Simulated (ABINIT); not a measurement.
## Quasiparticle gap of KF (Carobbiite) in ABINIT

Wanted: ground state, empty states, screening and self-energy for KF (Carobbiite).

Program: ABINIT 10.8.3. Level of theory: LDA and many-body steps on it, plane waves. Results are calculated unless marked as measured.

## (1) The structure

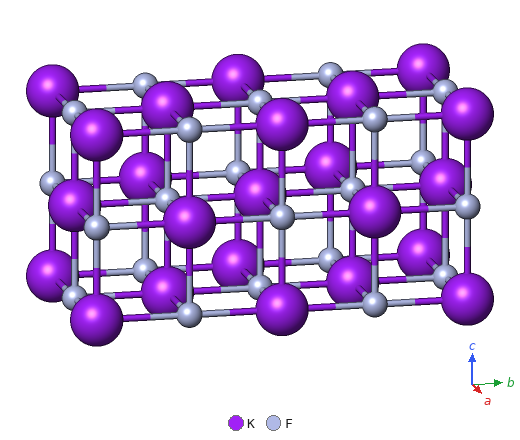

The cell as given, slightly off an axis (potassium purple, fluorine light blue). 1×2×1 cells are drawn. This picture shows the conventional cell, with its axes. Some periodic images of atoms are drawn too.

The cell and positions come from the Crystallography Open Database and are kept as given unless a step says otherwise.

## (2) Ground state

This step: ABINIT 10.8.3; DFT, LDA, plane waves, norm-conserving pseudopotentials.

The ground-state density comes first.

run.abi reads:

```
acell 3*1.0 Angstrom
rprim 
  -0.000000000000 2.671850000000 2.671850000000
  2.671850000000 -0.000000000000 2.671850000000
  2.671850000000 2.671850000000 0.000000000000
ntypat 2
znucl 19 9
natom 2
typat 1 2
xred 
  0.000000000000 0.000000000000 0.000000000000
  0.500000000000 0.500000000000 0.500000000000
pp_dirpath "pseudos"
pseudos "K.upf, F.upf"
ecut 36
ngkpt 6 6 6
nshiftk 1
shiftk 0 0 0
kptopt 1
chksymbreak 0
nband 13
occopt 1
tolvrs 1e-10
nstep 60
prtwf 0
optforces 0
optstress 0
indata_prefix "in"
outdata_prefix "out"
tmpdata_prefix "tmp"
```

Launch:

```sh
$ OMP_NUM_THREADS=1 mpirun -n 4 abinit run.abi > log
```

Numbers of over 12 decimals in the logs are rounded to 6 here.

Output:

```text
.Version 10.8.3 of ABINIT. v10.8.2 released Aug 2026.

 Symmetries : space group Fm -3 m (#225); Bravais cF (face-center cubic)
================================================================================
 Values of the parameters that define the memory need of the present run
     intxc =       0    ionmov =       0      iscf =       7    lmnmax =       6
     lnmax =       6     mgfft =      40  mpssoang =       3    mqgrid =    3001
     natom =       2  nloc_mem =       1    nspden =       1   nspinor =       1
    nsppol =       1      nsym =      48    n1xccc =    2501    ntypat =       2
    occopt =       1   xclevel =       1
-    mband =          13        mffmem =           1         mkmem =           4
       mpw =        2671          nfft =       64000          nkpt =          16
================================================================================
  Rough estimation (10% accuracy) of disk space for files :
================================================================================

--------------------------------------------------------------------------------
------------- Echo of variables that govern the present computation ------------
--------------------------------------------------------------------------------
 -outvars: echo values of preprocessed input variables --------
            acell      1.8897261259E+00  1.8897261259E+00  1.8897261259E+00 Bohr

      chksymbreak           0
             ecut      3.60000000E+01 Hartree
-          fftalg         312

              ixc       -1012
              kpt      0.00000000E+00  0.00000000E+00  0.00000000E+00
                       1.66666667E-01  0.00000000E+00  0.00000000E+00
                       3.33333333E-01  0.00000000E+00  0.00000000E+00
                       5.00000000E-01  0.00000000E+00  0.00000000E+00
                       1.66666667E-01  1.66666667E-01  0.00000000E+00
                       3.33333333E-01  1.66666667E-01  0.00000000E+00
                       5.00000000E-01  1.66666667E-01  0.00000000E+00
                      -3.33333333E-01  1.66666667E-01  0.00000000E+00
                      -1.66666667E-01  1.66666667E-01  0.00000000E+00
   [... 5 further rows ...]
                      -3.33333333E-01  3.33333333E-01  1.66666667E-01
                      -3.33333333E-01  5.00000000E-01  1.66666667E-01
         kptrlatt        6    0    0      0    6    0      0    0    6
          kptrlen      4.28427351E+01
P           mkmem           4
            natom           2
            nband          13
            ngfft          40      40      40
             nkpt          16
            nstep          60
             nsym          48
           ntypat           2
              occ      2.000000  2.000000  2.000000  2.000000  2.000000  2.000000
                       2.000000  2.000000  0.000000  0.000000  0.000000  0.000000
                       0.000000
        optforces           0
        optstress           0
            prtwf           0
            rprim     -0.0000000000E+00  2.6718500000E+00  2.6718500000E+00
[...]
spgroup         225

           tolvrs      1.00000000E-10

             xred      0.0000000000E+00  0.0000000000E+00  0.0000000000E+00
[...]
znucl       19.00000    9.00000

================================================================================

 chkinp: Checking input parameters for consistency.

================================================================================
== DATASET  1 ==================================================================
-   mpi_nproc: 4, omp_nthreads: 1 (-1 if OMP is not activated)

--- !DatasetInfo
iteration_state: {dtset: 1, }
dimensions: {natom: 2, nkpt: 16, mband: 13, nsppol: 1, nspinor: 1, nspden: 1, mpw: 2671, }
cutoff_energies: {ecut:  36.0, pawecutdg:  -1.0, }
electrons: {nelect:   1.60000000E+01, charge:   0.00000000E+00, occopt:   1.00000000E+00, tsmear:   1.00000000E-02, }

 Real(R)+Recip(G) space primitive vectors, cartesian coordinates (Bohr,Bohr^-1):
 R(1)=  0.0000000  5.0490647  5.0490647  G(1)= -0.0990282  0.0990282  0.0990282
 R(2)=  5.0490647  0.0000000  5.0490647  G(2)=  0.0990282 -0.0990282  0.0990282
 R(3)=  5.0490647  5.0490647  0.0000000  G(3)=  0.0990282  0.0990282 -0.0990282
 Unit cell volume ucvol=  2.5743217E+02 bohr^3
 Angles (23,13,12)=  6.00000000E+01  6.00000000E+01  6.00000000E+01 degrees

 getcut: wavevector=  0.0000  0.0000  0.0000  ngfft=  40  40  40
         ecut(hartree)=     36.000   => boxcut(ratio)=   2.07404

--- Pseudopotential description ------------------------------------------------
- K Generated using ONCVPSP code by D. R. Hamann
- 19.00000   9.00000  180309                  znucl, zion, pspdat
12 -1012 2 -1 2170                            pspcod,pspxc,lmax,lloc,mmax
     nproj     2     2     2
  pspatm : epsatm=    8.21740868
         --- l  ekb(1:nproj) -->
[...]
pspatm: atomic psp has been read  and splines computed

- F Generated using ONCVPSP code by D. R. Hamann
-  9.00000   7.00000  201202                  znucl, zion, pspdat
12 -1012 2 -1 824                             pspcod,pspxc,lmax,lloc,mmax
     nproj     2     2     1
  pspatm : epsatm=    4.94580260
         --- l  ekb(1:nproj) -->
[...]
1   -4.029087   -1.312559
             2   -2.364936
 pspatm: atomic psp has been read  and splines computed

   2.10611380E+02                                ecore*ucvol(ha*bohr**3)
--------------------------------------------------------------------------------

_setup2: Arith. and geom. avg. npw (full set) are    2654.523    2654.506

================================================================================

--- !BeginCycle
iteration_state: {dtset: 1, }
solver: {iscf: 7, nstep: 60, nline: 4, wfoptalg: 0, }
tolerances: {tolvrs: 1.00E-10, }

     iter   Etot(hartree)      deltaE(h)  residm     vres2
 ETOT  1  -54.518220455049    -5.452E+01 9.512E-02 4.004E+02
 ETOT  2  -54.494778304748     2.344E-02 7.408E-03 3.922E+02
 ETOT  3  -54.608614231348    -1.138E-01 4.070E-03 2.646E+01
 ETOT  4  -54.614311568290    -5.697E-03 1.980E-03 9.025E-02
 ETOT  5  -54.614335758939    -2.419E-05 1.034E-03 2.304E-03
 ETOT  6  -54.614336235273    -4.763E-07 3.258E-04 3.081E-04
 ETOT  7  -54.614336296004    -6.073E-08 3.096E-04 8.713E-07
 ETOT  8  -54.614336296043    -3.891E-11 2.011E-04 2.357E-07
 ETOT  9  -54.614336296080    -3.778E-11 2.309E-04 5.526E-11

 At SCF step    9       vres2   =  5.53E-11 < tolvrs=  1.00E-10 =>converged.

--- !ResultsGS
iteration_state: {dtset: 1, }
comment   : Summary of ground state results
lattice_vectors:
- [ -0.0000000,   5.0490647,   5.0490647, ]
- [  5.0490647,  -0.0000000,   5.0490647, ]
- [  5.0490647,   5.0490647,   0.0000000, ]
lattice_lengths: [   7.14046,    7.14046,    7.14046, ]
lattice_angles: [ 60.000,  60.000,  60.000, ] # degrees, (23, 13, 12)
lattice_volume:   2.5743217E+02
convergence: {deltae: -3.778E-11, res2:  5.526E-11, residm:  2.309E-04, diffor:  0.000E+00, }
etotal    :  -5.46143363E+01
entropy   :   0.00000000E+00
fermie    :  -1.12255201E-02
cartesian_stress_tensor: null
pressure_GPa: null
xred      :
- [  0.0000E+00,   0.0000E+00,   0.0000E+00,  K]
- [  5.0000E-01,   5.0000E-01,   5.0000E-01,  F]
cartesian_forces: null
force_length_stats: {min: null, max: null, mean: null, }

 Integrated electronic density in atomic spheres:
 ------------------------------------------------
 Atom  Sphere_radius  Integrated_density
    1        2.00000          6.92915763
    2        2.00000          6.98565705
================================================================================

 ----iterations are completed or convergence reached----

 Mean square residual over all n,k,spin=   27.907E-07; max=  23.089E-05
 reduced coordinates (array xred) for    2 atoms
       0.000000000000      0.000000000000      0.000000000000
       0.500000000000      0.500000000000      0.500000000000
 rms dE/dt=  0.0000E+00; max dE/dt=  0.0000E+00; dE/dt below (all hartree)
    1       0.000000000000      0.000000000000      0.000000000000
    2       0.000000000000      0.000000000000      0.000000000000

 cartesian coordinates (angstrom) at end:
    1      0.000000     0.000000     0.000000
    2      2.671850     2.671850     2.671850
 length scales=  1.889726125908  1.889726125908  1.889726125908 bohr
              =  1.000000000000  1.000000000000  1.000000000000 angstroms
 prteigrs : about to open file out_EIG
 Fermi (or HOMO) energy (hartree) =  -0.01123   Average Vxc (hartree)=  -0.33877
 Eigenvalues (hartree) for nkpt=  16  k points:
 kpt#   1, nband= 13, wtk=  0.00463, kpt=  0.0000  0.0000  0.0000 (reduced coord)
  -0.95408   -0.67957   -0.34519   -0.34519   -0.34519   -0.01123   -0.01123   -0.01123
   0.20271    0.37627    0.37627    0.37627    0.43854
 prteigrs : prtvol=0 or 1, do not print more k-points.

--- !EnergyTerms
iteration_state     : {dtset: 1, }
comment             : Components of total free energy in Hartree
kinetic             :  2.64061494464258E+01
hartree             :  1.40150605862758E+01
xc                  : -1.16604267874220E+01
Ewald energy        : -3.63106064938669E+01
psp_core            :  8.18123784226526E-01
local_psp           : -4.94807455888838E+01
non_local_psp       :  1.59810875716410E+00
total_energy        : -5.46143362960805E+01
total_energy_eV     : -1.48613179952054E+03
band_energy         : -5.51243988360573E+00

== END DATASET(S) ==============================================================
================================================================================

 -outvars: echo values of variables after computation  --------
           etotal     -5.4614336296E+01
            nband          13
             nkpt          16
          spgroup         225
 [... the other variables as echoed above ...]

 Calculation completed.
```

Elapsed: 7.1 s, on 4 MPI ranks of Arm Neoverse V1, shared host; peak memory 0.28 GiB.

Numbers from this step:

```
total energy               : -1486.1318 eV
gap                        : 5.822 eV
k of the valence top       : 0, 0, 0
k of the conduction bottom : 0, 0, 0
least direct gap           : 5.822 eV
```

The gap is direct, at Γ.

## (3) Bands along the symmetry lines

The cheap functional maps the bands first; the places of the edges decide which points the dearer methods must see.

run.abi reads:

```
acell 3*1.0 Angstrom
rprim 
  -0.000000000000 2.671850000000 2.671850000000
  2.671850000000 -0.000000000000 2.671850000000
  2.671850000000 2.671850000000 0.000000000000
ntypat 2
znucl 19 9
natom 2
typat 1 2
xred 
  0.000000000000 0.000000000000 0.000000000000
  0.500000000000 0.500000000000 0.500000000000
pp_dirpath "pseudos"
pseudos "K.upf, F.upf"
ecut 36
iscf -2
irdden 1
kptopt 0
nkpt 50
kpt 
  0.00000000 0.00000000 0.00000000
  0.06250000 0.00000000 0.06250000
  0.12500000 0.00000000 0.12500000
  0.18750000 0.00000000 0.18750000
  0.25000000 0.00000000 0.25000000
  0.31250000 0.00000000 0.31250000
  0.37500000 0.00000000 0.37500000
  0.43750000 0.00000000 0.43750000
  0.50000000 0.00000000 0.50000000
  0.51562500 0.03125000 0.51562500
  0.53125000 0.06250000 0.53125000
  0.54687500 0.09375000 0.54687500
  0.56250000 0.12500000 0.56250000
  0.57812500 0.15625000 0.57812500
  0.59375000 0.18750000 0.59375000
  0.60937500 0.21875000 0.60937500
  0.62500000 0.25000000 0.62500000
  0.37500000 0.37500000 0.75000000
  0.32812500 0.32812500 0.65625000
  0.28125000 0.28125000 0.56250000
  0.23437500 0.23437500 0.46875000
  0.18750000 0.18750000 0.37500000
  0.14062500 0.14062500 0.28125000
  0.09375000 0.09375000 0.18750000
  0.04687500 0.04687500 0.09375000
  0.00000000 0.00000000 0.00000000
  0.06250000 0.06250000 0.06250000
  0.12500000 0.12500000 0.12500000
  0.18750000 0.18750000 0.18750000
  0.25000000 0.25000000 0.25000000
  0.31250000 0.31250000 0.31250000
  0.37500000 0.37500000 0.37500000
  0.43750000 0.43750000 0.43750000
  0.50000000 0.50000000 0.50000000
  0.50000000 0.46875000 0.53125000
  0.50000000 0.43750000 0.56250000
  0.50000000 0.40625000 0.59375000
  0.50000000 0.37500000 0.62500000
  0.50000000 0.34375000 0.65625000
  0.50000000 0.31250000 0.68750000
  0.50000000 0.28125000 0.71875000
  0.50000000 0.25000000 0.75000000
  0.50000000 0.21875000 0.71875000
  0.50000000 0.18750000 0.68750000
  0.50000000 0.15625000 0.65625000
  0.50000000 0.12500000 0.62500000
  0.50000000 0.09375000 0.59375000
  0.50000000 0.06250000 0.56250000
  0.50000000 0.03125000 0.53125000
  0.50000000 0.00000000 0.50000000
istwfk *1
nband 15
nbdbuf 2
tolwfr 1e-08
nstep 40
prtwf 0
prtvol 0
indata_prefix "in"
outdata_prefix "out"
tmpdata_prefix "tmp"
```

Output:

```text
.Version 10.8.3 of ABINIT. v10.8.2 released Aug 2026.

 Symmetries : space group Fm -3 m (#225); Bravais cF (face-center cubic)
[... echo of the input left out ...]
== DATASET  1 ==================================================================
-   mpi_nproc: 4, omp_nthreads: 1 (-1 if OMP is not activated)

--- !DatasetInfo
iteration_state: {dtset: 1, }
dimensions: {natom: 2, nkpt: 50, mband: 15, nsppol: 1, nspinor: 1, nspden: 1, mpw: 2693, }
cutoff_energies: {ecut:  36.0, pawecutdg:  -1.0, }
electrons: {nelect:   1.60000000E+01, charge:   0.00000000E+00, occopt:   1.00000000E+00, tsmear:   1.00000000E-02, }

 Real(R)+Recip(G) space primitive vectors, cartesian coordinates (Bohr,Bohr^-1):
 R(1)=  0.0000000  5.0490647  5.0490647  G(1)= -0.0990282  0.0990282  0.0990282
 R(2)=  5.0490647  0.0000000  5.0490647  G(2)=  0.0990282 -0.0990282  0.0990282
 R(3)=  5.0490647  5.0490647  0.0000000  G(3)=  0.0990282  0.0990282 -0.0990282
 Unit cell volume ucvol=  2.5743217E+02 bohr^3
 Angles (23,13,12)=  6.00000000E+01  6.00000000E+01  6.00000000E+01 degrees

 getcut: wavevector=  0.0000  0.0000  0.0000  ngfft=  40  40  40
         ecut(hartree)=     36.000   => boxcut(ratio)=   2.07404

--- Pseudopotential description ------------------------------------------------
- K Generated using ONCVPSP code by D. R. Hamann
- 19.00000   9.00000  180309                  znucl, zion, pspdat
12 -1012 2 -1 2170                            pspcod,pspxc,lmax,lloc,mmax
     nproj     2     2     2
  pspatm : epsatm=    8.21740868
         --- l  ekb(1:nproj) -->
             0   10.940065    0.829722
             1    4.437415    0.568178
             2   -3.386874   -1.066382
 pspatm: atomic psp has been read  and splines computed

- F Generated using ONCVPSP code by D. R. Hamann
-  9.00000   7.00000  201202                  znucl, zion, pspdat
12 -1012 2 -1 824                             pspcod,pspxc,lmax,lloc,mmax
     nproj     2     2     1
  pspatm : epsatm=    4.94580260
         --- l  ekb(1:nproj) -->
[...]
2   -2.364936
 pspatm: atomic psp has been read  and splines computed

--------------------------------------------------------------------------------

================================================================================
 prteigrs : about to open file out_EIG
 Non-SCF case, kpt    1 (  0.00000  0.00000  0.00000), residuals and eigenvalues=
  3.13E-09  1.22E-09  4.87E-09  5.10E-09  9.98E-09  5.20E-09  7.49E-09  3.12E-09
  2.75E-09  5.02E-09  9.36E-09  3.32E-09  6.39E-09  8.62E-09  5.42E-09
 -9.5408E-01 -6.7957E-01 -3.4519E-01 -3.4519E-01 -3.4519E-01 -1.1226E-02
 -1.1226E-02 -1.1226E-02  2.0271E-01  3.7626E-01  3.7626E-01  3.7626E-01
[...]
Non-SCF case, kpt    2 (  0.06250  0.00000  0.06250), residuals and eigenvalues=
  5.02E-09  2.05E-09  1.45E-09  4.87E-09  9.04E-09  5.76E-09  4.50E-09  7.52E-09
[...]
4.23E-09  2.80E-09  4.28E-09  7.26E-09  7.54E-09  6.79E-09  2.89E-09  5.18E-09
  1.21E-09  7.12E-09  1.96E-09  7.26E-09  8.13E-09  3.33E-09  5.89E-09
[...]
Non-SCF case, kpt   49 (  0.50000  0.03125  0.53125), residuals and eigenvalues=
[...]
Non-SCF case, kpt   50 (  0.50000  0.00000  0.50000), residuals and eigenvalues=
[...]
-9.4945E-01 -6.8026E-01 -3.6746E-01 -3.5357E-01 -3.5357E-01 -1.8911E-02
 -1.3197E-02 -1.3197E-02  2.8062E-01  3.6158E-01  4.0778E-01  4.8537E-01
[...]
--- !ResultsGS
iteration_state: {dtset: 1, }
comment   : Summary of ground state results
lattice_vectors:
- [ -0.0000000,   5.0490647,   5.0490647, ]
- [  5.0490647,  -0.0000000,   5.0490647, ]
- [  5.0490647,   5.0490647,   0.0000000, ]
lattice_lengths: [   7.14046,    7.14046,    7.14046, ]
lattice_angles: [ 60.000,  60.000,  60.000, ] # degrees, (23, 13, 12)
lattice_volume:   2.5743217E+02
convergence: {deltae:  0.000E+00, res2:  0.000E+00, residm:  9.976E-09, diffor:  0.000E+00, }
etotal    :  -5.46143363E+01
entropy   :   0.00000000E+00
fermie    :  -1.12255201E-02
cartesian_stress_tensor: null
pressure_GPa: null
xred      :
- [  0.0000E+00,   0.0000E+00,   0.0000E+00,  K]
- [  5.0000E-01,   5.0000E-01,   5.0000E-01,  F]
cartesian_forces: null
force_length_stats: {min: null, max: null, mean: null, }

 Integrated electronic density in atomic spheres:
 ------------------------------------------------
 Atom  Sphere_radius  Integrated_density
[...]
================================================================================

 ----iterations are completed or convergence reached----

 Mean square residual over all n,k,spin=   53.570E-10; max=  99.758E-10
 reduced coordinates (array xred) for    2 atoms
       0.000000000000      0.000000000000      0.000000000000
       0.500000000000      0.500000000000      0.500000000000

 cartesian coordinates (angstrom) at end:
    1      0.000000     0.000000     0.000000
    2      2.671850     2.671850     2.671850
 length scales=  1.889726125908  1.889726125908  1.889726125908 bohr
              =  1.000000000000  1.000000000000  1.000000000000 angstroms
 prteigrs : about to open file out_EIG
 Eigenvalues (hartree) for nkpt=  50  k points:
 kpt#   1, nband= 15, wtk=  1.00000, kpt=  0.0000  0.0000  0.0000 (reduced coord)
[...]
kpt#   2, nband= 15, wtk=  1.00000, kpt=  0.0625  0.0000  0.0625 (reduced coord)
[...]
kpt#   3, nband= 15, wtk=  1.00000, kpt=  0.1250  0.0000  0.1250 (reduced coord)
[...]
kpt#  49, nband= 15, wtk=  1.00000, kpt=  0.5000  0.0313  0.5313 (reduced coord)
  -0.94945   -0.68030   -0.36733   -0.35370   -0.35338   -0.01889   -0.01373   -0.01331
   0.28166    0.36269    0.40593    0.48537    0.50908    0.51071    0.55910
 kpt#  50, nband= 15, wtk=  1.00000, kpt=  0.5000  0.0000  0.5000 (reduced coord)
  -0.94945   -0.68026   -0.36746   -0.35357   -0.35357   -0.01891   -0.01320   -0.01320
   0.28062    0.36158    0.40778    0.48537    0.50907    0.50907    0.56150

== END DATASET(S) ==============================================================
================================================================================

 -outvars: echo values of variables after computation  --------
            nband          15
             nkpt          50
          spgroup         225
 [... the other variables as echoed above ...]

 Calculation completed.
```

Wall time 11 s (4 MPI ranks); peak memory 0.27 GiB; 43 s of CPU time.

This step gave:

| Property | Result |
| --- | --- |
| gap | 5.822 eV |
| k of the valence top | 0, 0, 0 |
| k of the conduction bottom | 0, 0, 0 |
| least direct gap | 5.822 eV |

The gap is 5.822 eV, as in the run before at this level.

Electronic bands along the path, in eV, zero at the top of the highest filled band; v1 is the highest filled band, c1 the lowest empty one:

```csv
point,v4,v3,v2,v1,c1,c2,c3,c4
Γ,-9.09,0.00,0.00,0.00,5.82,10.54,10.54,10.54
X,-9.32,-0.21,-0.05,-0.05,7.94,10.14,11.40,13.51
U,-9.25,-0.35,-0.20,-0.19,8.69,10.43,10.93,13.48
jump to K,-9.25,-0.35,-0.20,-0.19,8.69,10.43,10.93,13.48
Γ,-9.09,0.00,0.00,0.00,5.82,10.54,10.54,10.54
L,-9.13,-0.84,-0.36,-0.36,8.80,10.24,11.96,11.96
W,-9.18,-0.42,-0.16,-0.16,9.47,9.47,11.08,13.22
X,-9.32,-0.21,-0.05,-0.05,7.94,10.14,11.40,13.51
```

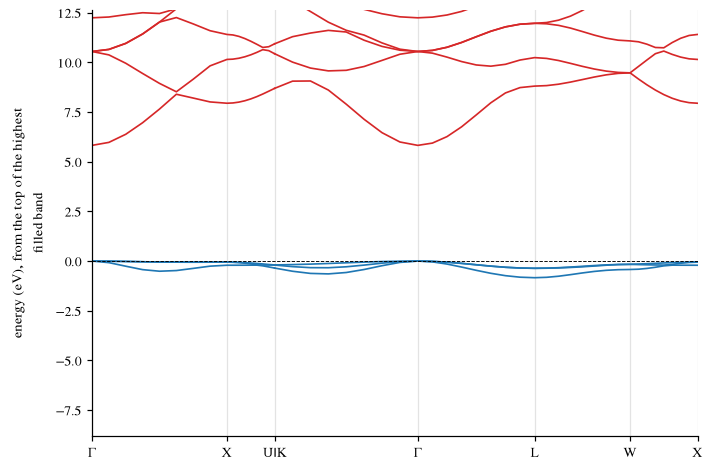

Electronic bands along the path; lines of filled and empty bands in two colours.

(Part 1 of 2 ends here.)

[Paths, hosts, dates, memory and timing lines, banners, echoed tables and standing remarks are left out of the program output.]

[Logs are printed without paths, hosts, clocks, repeated set-up lines and the standing remarks that a program may print on its own settings, such as how far it seeks lower states.]

[Runs of the session that timed out or met a known fault of the program may be left out.]

[Hosts, paths, dates, database ids (printed as entryN), source tags and the programs' standing remarks are cut or masked in the printed files.]

[G0W0 gaps are taken among the corrected bands and points alone; a level outside them can change the order at an edge.]

[Where Ansatz stands beside ABINIT at settings called matched, ABINIT's density can come from a denser mesh and the files from another edition; pairs whose starting gaps differed by over 0.03 eV were left out, so agreement reads better than it is.]
